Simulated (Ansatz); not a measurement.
**FH4NSi···NH3: density, localisation and related maps**

```yaml
atoms:
  - { symbol: Si, position_ang: [-0.6769, -0.1135, 0.3153] }
  - { symbol: N, position_ang: [2.0787, 0.0725, -0.8797] }
  - { symbol: H, position_ang: [-0.6184, -1.0307, -0.8387] }
  - { symbol: H, position_ang: [0.3030, -0.3184, 1.3989] }
  - { symbol: N, position_ang: [-2.2180, -0.3270, 1.0177] }
  - { symbol: H, position_ang: [2.9062, 0.0620, -0.2965] }
  - { symbol: F, position_ang: [-0.4764, 1.3863, -0.2446] }
  - { symbol: H, position_ang: [2.3105, -0.3989, -1.7452] }
  - { symbol: H, position_ang: [1.8731, 1.0389, -1.1026] }
  - { symbol: H, position_ang: [-2.4376, 0.0494, 1.9252] }
  - { symbol: H, position_ang: [-3.0444, -0.4206, 0.4502] }
```

The product side of a reaction path; geometry: PBE0-D4/def2-TZVP.

Level of theory: RKS PBE0-D4/def2-TZVPP (Ansatz).

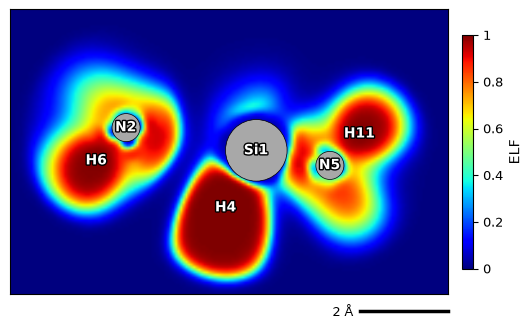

Figure 1. ELF on the plane of atoms H4, Si1 and N5. Grey discs cover the atomic cores.

Interpret the plot.

Answer. Atoms in the plane: Si, N and H.
Si1···N2 (3.01 Å): the ELF is about 0.05 at the midpoint.
Si–N (1.71 Å): the ELF peaks at about 0.90 between the atoms: a polar covalent bond.
N–H (1.01 Å): the ELF climbs to about 1 towards the hydrogen, as it does in any bond to H; a covalent bond by its length.
Si–H (1.48 Å): the ELF climbs to about 1 towards the hydrogen.

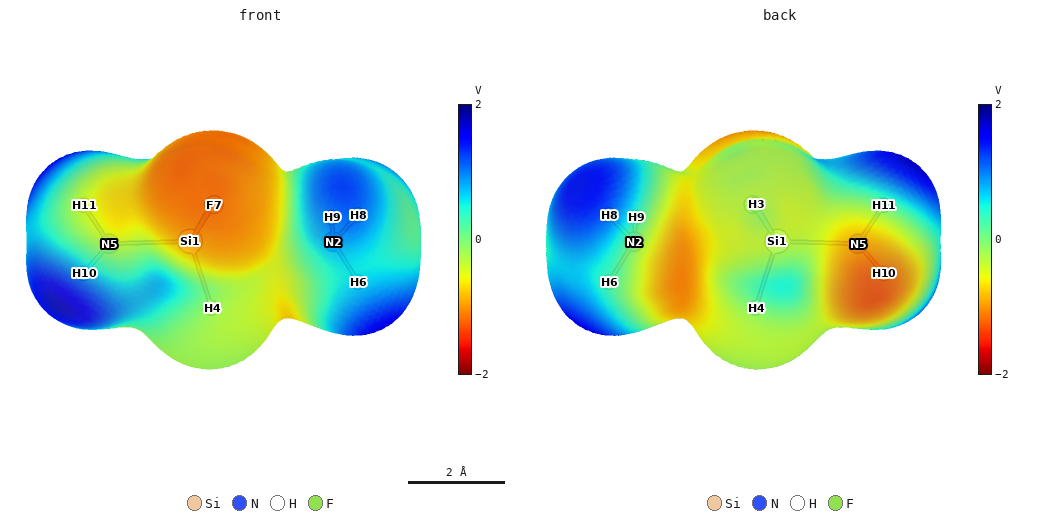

Figure 2. The molecular electrostatic potential painted on the density surface at 0.002 e/bohr³, seen from the front and from behind; the colour scale runs from red (negative) to blue (positive).

Describe the electrostatic potential map.

Answer. The most negative region (about −1.3 V) lies over N5 and F7, the most positive (about +1.7 V) over H10 and H11.

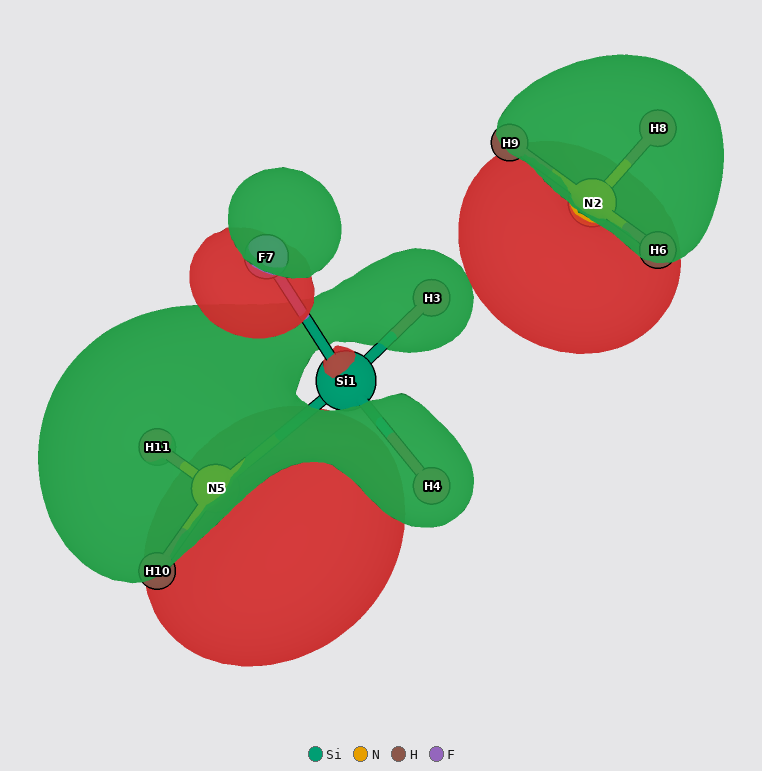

Figure 3. The HOMO at ±0.08 Å⁻³ᐟ² (green and red are the two phases), seen at an oblique angle.

Describe this orbital and give its energy.

Answer. By Hirshfeld shares it lies mainly on N5 (about 50 %) and N2 (about 20 %); largely a combination of lone pairs on N5 and N2. Its energy is −7.54 eV.

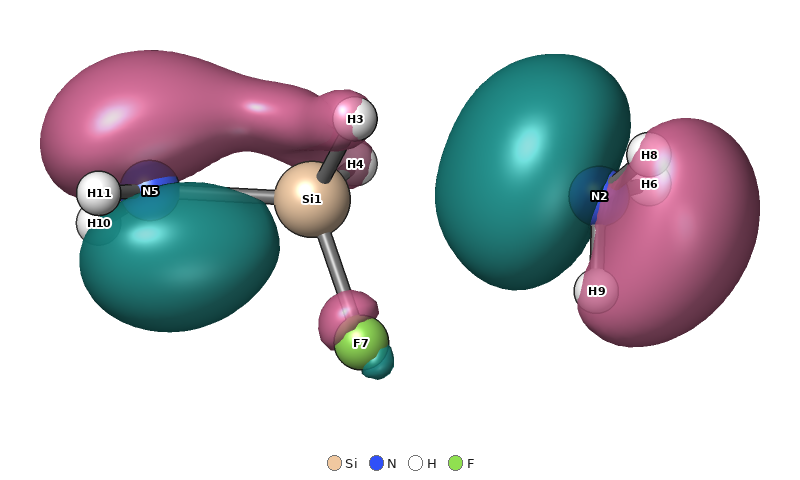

Figure 4. The HOMO−1 at ±0.08 Å⁻³ᐟ² (teal and pink are the two phases), seen from one side.

What is the character of this orbital?

Answer. It lies mainly on N2 (about 55 %) and N5 (about 20 %); largely a combination of lone pairs on N2 and N5. Its energy is −7.85 eV.
